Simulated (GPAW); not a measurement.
**How far to go with the k-point mesh at a smearing width of 0.05 eV: Sb (Pm-3m, 1 atom in the cell)**

```
CELL_PARAMETERS angstrom
      3.07409     0.00000     0.00000
      0.00000     3.07409     0.00000
      0.00000     0.00000     3.07409
ATOMIC_POSITIONS crystal
  Sb 0.00000 0.00000 0.00000
```

Method: PBEsol, GPAW PAW datasets PBEsol (made by gpaw-setup) (plane waves; GPAW).

Base settings: mode = pw; ecut = 550 eV; xc = PBEsol; kpts = 9 9 9; mesh shift (steps) = 0 0 0; occupations.name = methfessel-paxton; occupations.width = 0.1 eV; occupations.order = 0; nbands = -5; symmetry.symmorphic = false.

In this ladder: occupations.width = 0.05 eV.

The second cell is the first with its lattice scaled by 0.98.

Only quantities that move along the ladder and can be compared are tabulated.

The count of work is k-points × plane waves × bands × iterations; it is no time. Core times come from one kind of shared machine, to one figure; runs under 30 s give none.

The starting cell comes from a database of computed structures (which also holds hypothetical and non-ambient phases and stackings), without a prior relaxation at this level. Its lattice was rescaled by up to half a per cent.

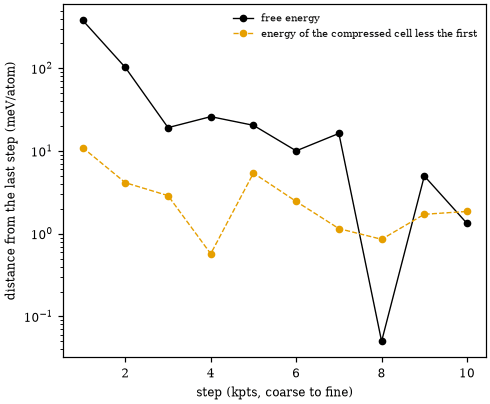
Fig. 1. Distance from the last step along the ladder; very small values are drawn at a floor.

```csv
kpts,free energy less the last step's (meV/atom),energy of the compressed cell less the first (meV/atom),pressure (GPa),count of work / last,core time / last (rough)
4 4 4,382.00,-1.26,-2.11,0.022,–
5 5 5,102.50,13.91,-0.91,0.020,–
6 6 6,-19.19,6.88,-1.31,0.044,–
7 7 7,-26.06,10.34,-1.22,0.052,–
8 8 8,20.47,15.18,-0.79,0.077,–
10 10 10,-10.05,7.31,-1.42,0.12,–
12 12 12,16.32,8.62,-1.13,0.19,–
14 14 14,-0.04,8.91,-1.21,0.31,0.5
17 17 17,4.99,8.05,-1.26,0.36,–
21 21 21,-1.33,7.91,-1.35,0.63,0.4
25 25 25,0.00,9.77,-1.17,1.0,1
```

Coarsest kpts that holds the energy of the compressed cell less the first within 2 meV/atom: not settled: the last two steps still differ by 1.9 meV/atom, over half the tolerance, so the ladder does not show it.

Coarsest kpts that holds the pressure within 0.5 GPa of the last step, with all finer ones: 5 5 5, at 0.020 of the last step's count of work; the step before is off by 0.94 GPa.

Coarsest kpts that holds the free energy within 2 meV/atom: not settled: the last two steps still differ by 1.3 meV/atom, over half the tolerance, so the ladder does not show it.
